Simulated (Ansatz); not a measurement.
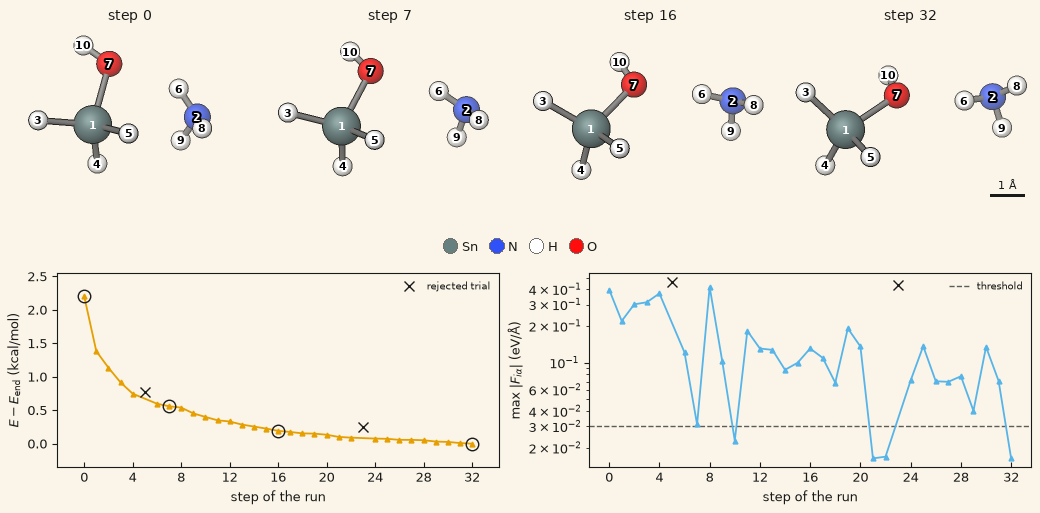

Frames of a relaxation of SnNH7O, marked on the history of the run. The picture is a ball-and-stick view, seen at a tilt.

The run prepares an end point of a later path (reaction) calculation, from a guessed geometry.

Theory: RKS B3LYP/def2-mTZVP (Ansatz 0.2.0).

Input file:
```yaml
crystal:
  periodic: [false, false, false]
  atoms:
    - { symbol: Sn, position_ang: [-0.945831, 0.816178, -0.474913] }
    - { symbol: "N", position_ang: [1.000865, -1.328654, 1.3192] }
    - { symbol: H, position_ang: [-1.746625, 1.862619, -1.582346] }
    - { symbol: H, position_ang: [-1.802641, -0.656639, -0.301418] }
    - { symbol: H, position_ang: [-0.635359, 1.591589, 1.015321] }
    - { symbol: H, position_ang: [1.406701, -0.906598, 0.488093] }
    - { symbol: O, position_ang: [0.878576, 0.413518, -1.278946] }
    - { symbol: H, position_ang: [0.757905, -0.597624, 1.977425] }
    - { symbol: H, position_ang: [0.161211, -1.830927, 1.056388] }
    - { symbol: H, position_ang: [0.925299, 0.636539, -2.218904] }
basis:
  gaussian: { orbitals: def2-mTZVP }
hamiltonian:
  xc: b3lyp
relax:
  f_tol: 0.03
  max_steps: 50
```

Command:
```bash
ansatz run input.yaml --threads 2 --pin off --max-ram 3072MiB --backend cpu --events-out ev --progress --plain --runs-dir out
```

Question: Describe the path.

Answer: H8 moves most after the best rigid fit: 1.82 Å. By element the largest moves are H 1.82 Å, O 1.01 Å, Sn 0.88 Å, N 0.88 Å. Among the contacts that change: Sn1–O7 2.034 → 2.005 Å, Sn1–H3 1.721 → 1.716 Å. Bond angles that change, for instance: H5–Sn1–O7 105.8° → 102.1°, H3–Sn1–O7 106.5° → 108.6°, H6–N2–H8 109.1° → 107.1°. Groups turn about Sn1–O7 by about 40°. After 30 accepted moves (32 points after the start) the energy has fallen by 2.20 kcal/mol. Largest force component: 0.4 eV/Å at the start, 0.016 eV/Å at the end. The line search rejected the trial steps at points 5, 23 of the run. The forces were under the threshold at step 10, but the run went on from there. From step 0 to 7: H8 moves most (0.61 Å), energy −1.64 kcal/mol. From step 7 to 16: H atoms move most (0.68 Å), energy −0.37 kcal/mol. From step 16 to 32: H8 moves most (0.64 Å), energy −0.19 kcal/mol.

Limits of the set-up: the start holds two separate molecules, 2.3 Å apart at their closest, whose relative position is a soft coordinate and is computed without a dispersion correction.
